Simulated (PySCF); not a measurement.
# C4H8OSi2: the cost of one run

The runs use PySCF 2.14.0, with density-fitted response routines of our own; the level of theory stands in each step. All values are computed, except where a source is named. Atoms are numbered from 0 throughout.

## (1) The starting structure

15 atoms, charge 0, multiplicity 1; geometry from: GFN2-xTB. The atoms were then displaced at random by about 0.01 Å, so the start is not that level's minimum.

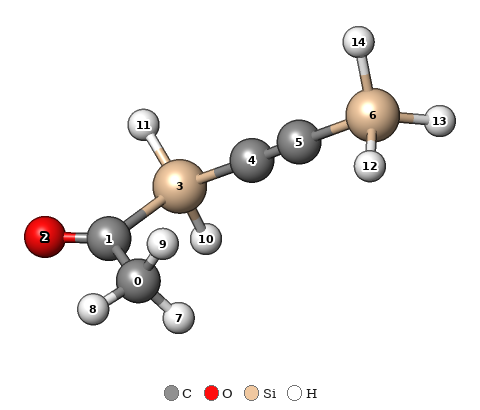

As it starts; carbon grey, oxygen red, silicon light orange, hydrogen white, atoms numbered; sticks join atoms by distance.

## (2) Optimising the geometry at PBE0-D3(BJ)/def2-SVP

The job: settings as JSON, then the geometry in Å.

```
{"job": {"xc": "PBE0", "basis": "def2-SVP", "d3": "d3bj", "grid": 1, "shake": 0.01, "kind": "geom"}, "charge": 0, "multiplicity": 1}
C     -2.122930    -0.803350     0.629250
C     -2.215000     0.721330     0.648550
O     -3.125600     1.321290     1.193610
Si    -0.782230     1.701230    -0.269890
C      0.711910     0.667940    -0.115650
C      1.707810    -0.000490     0.006460
Si     3.237100    -1.057350     0.172130
H     -2.068570    -1.111330    -0.412590
H     -3.010550    -1.214180     1.134850
H     -1.232410    -1.095650     1.136600
H     -1.204510     1.786550    -1.672340
H     -0.644760     3.009060     0.367170
H      2.764720    -2.429410     0.372490
H      3.980680    -0.928670    -1.060970
H      3.989000    -0.584360     1.323510
```

On the command line:

```
$ OMP_NUM_THREADS=1 python probes_run.py task.json out
```

The driver reads the jobs from task.json and runs them one after another.

**Question.** How long does this first job take on 1 thread of AMD EPYC 9R14, shared host, and how much memory does it need?

About 1.9 min, with a peak of 0.57 GiB.
